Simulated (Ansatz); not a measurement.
The starting structures come from a database of crystals and need not be the phases stable at ambient conditions.

 Where the default PAW files enter, the runs use the earlier of Ansatz's two default sets.

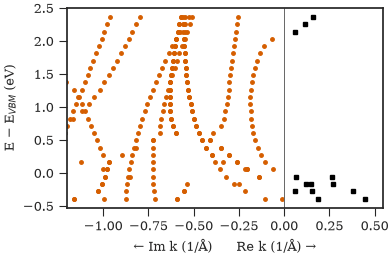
*Complex bands at the centre of the two-dimensional zone; r2SCAN run with Ansatz (a quantum-chemistry and plane-wave program)*

No gap correction and no spin-orbit coupling; mid-gap values are interpolated between computed energies.

This is CuI (P-3m1, not sure to be the ambient phase, 4 atoms a cell, 25.5 Å³ an atom) along the normal of (100). Read off the slowest decay at the centre of the two-dimensional zone at 1.04 eV, the computed energy nearest the middle of the gap.

κ ≈ 0.19 1/Å, a decay length 1/(2κ) of the density of 2.7 Å.
